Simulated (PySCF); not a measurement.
**F5Nb, SMILES `F[Nb](F)(F)(F)F`: what the electrons do**

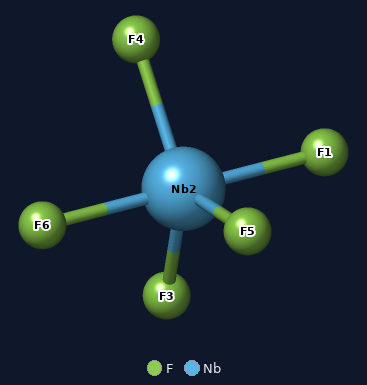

The molecule, with its atoms numbered as below. No frequency check shows the geometry to be a minimum.

Coordinates in Å:

```
F1       1.7853   -0.0002   -0.0014
Nb2     -0.0001   -0.0001   -0.0000
F3      -0.0006   -1.7552   -0.4730
F4      -0.0009    1.2873   -1.2835
F5       0.0021    0.4681    1.7566
F6      -1.7853    0.0003    0.0015
```

### 1. Bonding charge

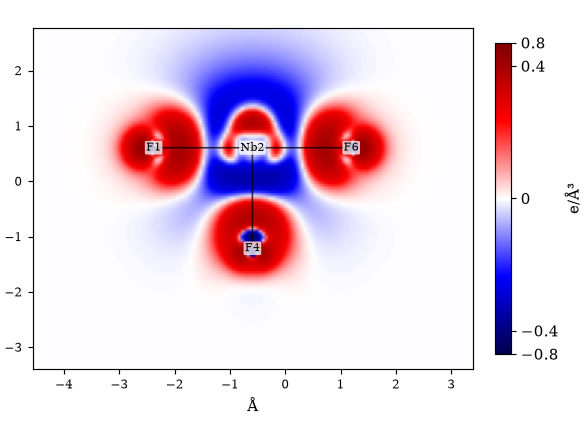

Deformation density (molecule less spherical, spin-averaged free atoms) in the plane of F1, Nb2, F4 and F6; colour scale in e/Å³, logarithmic beyond ±0.1; red: gain, blue: loss.

Computed with PySCF, PBE/def2-TZVP, geometry: GFN2-xTB. Core potentials replace the inner electrons of Nb; spin–orbit coupling isn't included. This is a single-reference result, which may miss multireference character in this system.

> How much density has each bond in this plane gained at its critical point, relative to the free atoms?

Nb2–F4: +0.10 e/Å³ at the bond critical point (bond length 1.82 Å, Mayer order 1.0); up to 0.6 Å beside the axis the gain reaches +0.28 e/Å³. Nb2–F6 and F1–Nb2: +0.09 e/Å³ at the bond critical point (bond length 1.78 Å, Mayer order 1.0); up to 0.6 Å beside the axis the gain reaches +0.31 e/Å³. In all, 1.4 electrons gather in the regions of gain relative to the promolecule. A small or negative value marks a very polar bond, one between electron-rich atoms, whose free-atom densities already overlap strongly, a long bond to a heavier atom, or a closed-shell contact such as a hydrogen bond.

### 2. Bond critical points

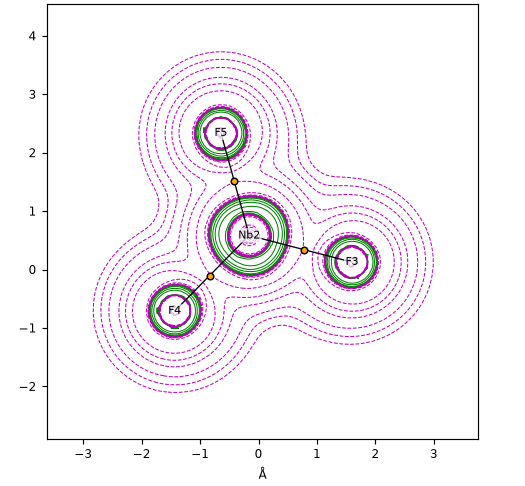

Negative Laplacian of the density (−∇²ρ) in the plane of Nb2, F3, F4 and F5 (solid green lines positive, dashed magenta lines negative, contours at ±0.02 to ±8 a.u.), with bond paths and bond critical points (dots).

> Sort the bonds in the plane by the sign of ∇²ρ at their critical points.

At none is it concentrated. Depleted (∇²ρ > 0): Nb2–F3, Nb2–F4 and Nb2–F5 (+0.77 a.u., H = −0.071). A positive Laplacian with negative H is typical of metal–ligand bonds.

### 3. Local ionisation energy

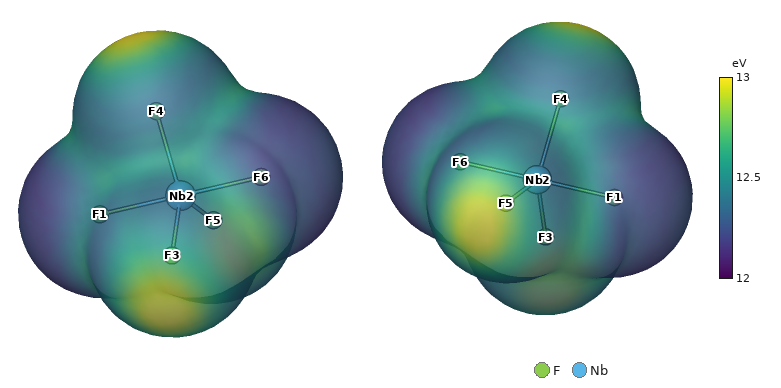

Average local ionisation energy on the surface of electron density 0.001 a.u. (back view left, front view right).

> Where are the most loosely bound electrons on this surface?

The lowest value is 12.2 eV, 1.7 Å from F1, and at like points elsewhere. For comparison, the highest occupied orbital lies at −10.3 eV.

### 4. In an electric field

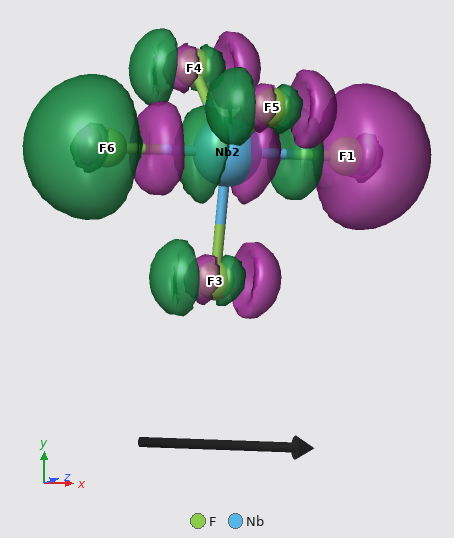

Change of the electron density in a uniform field of 0.21 V/Å along +x (arrow), surfaces at ±0.0015 e/Å³ (green: gain, purple: loss).

PySCF calculation, PBE/def2-TZVP, gas phase; geometry: GFN2-xTB. Core potentials replace the inner electrons of Nb; spin–orbit coupling isn't included. This is a single-reference result, which may miss multireference character in this system. A basis without diffuse functions makes polarisabilities too small.

> How large is the response?

The induced dipole is 0.41 D (along the field); α along this axis, from the fields in both directions, is 40 bohr³ (6.0 Å³).

> Which atoms gain and lose the most charge?

Electrons gather most on F6 (Hirshfeld charge changes by −0.013 e) and leave F1 most (+0.014 e); 0.035 electrons are displaced in all.

The PySCF runs shown took 28 s and 69 s on 1 thread of Intel(R) Xeon(R) Platinum 8259CL CPU @ 2.50GHz (Skylake/Cascade Lake) (shared host).
